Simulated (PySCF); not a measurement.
```yaml
atoms:
  - { symbol: H, position_ang: [0.0000, 0.0000, -1.6033] }
  - { symbol: I, position_ang: [0.0000, 0.0000, 0.0127] }
```

These are results of PBE0/x2c-SVPall, spin-free X2C-1e, Gaussian nucleus, at a bond length of 1.616 Å in PySCF 2.14.0, not measurements.

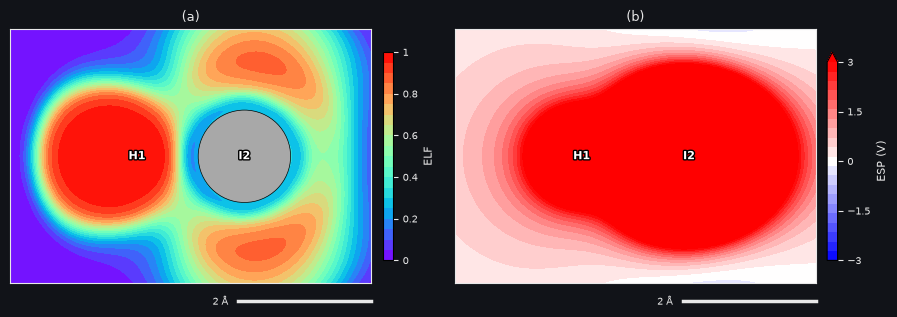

HI. (a) electron localisation function; (b) molecular electrostatic potential on a plane that holds the molecular axis. Grey discs cover the atomic cores in the ELF map.

Q: Describe what can be read from this map.

A:
- The plane passes through H and I nuclei.
- I–H (1.62 Å): the ELF climbs to about 1 towards the hydrogen, as it does in any bond to H.
- The ELF also peaks beside I2, away from the bonds: lone-pair regions.
- The potential has no marked negative region in this plane.
